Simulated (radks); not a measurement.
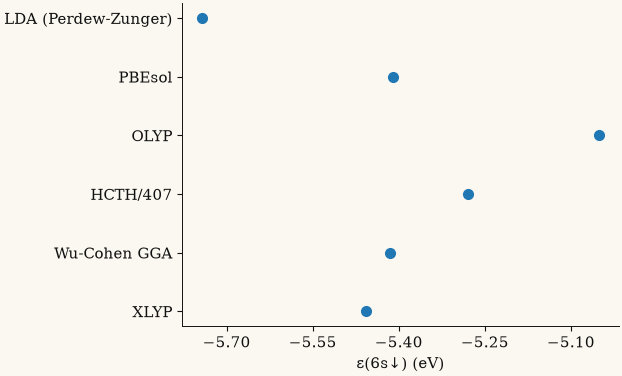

A free Os atom in the configuration [Xe] 4f14 5d6 6s2 (high spin). All runs are scalar-relativistic, spin-polarised and spherical, computed with the in-house radial solver radks. The plot shows the eigenvalue (eV) of the 6s down orbital by 6 methods.

How much do the methods differ, and in which order?

Answer. The deepest is LDA (Perdew-Zunger) (−5.74) and the shallowest OLYP (−5.05), a spread of 0.691 eV. In order (eV): LDA (Perdew-Zunger) (−5.74), XLYP (−5.46), Wu-Cohen GGA (−5.42), PBEsol (−5.41), HCTH/407 (−5.28), OLYP (−5.05).
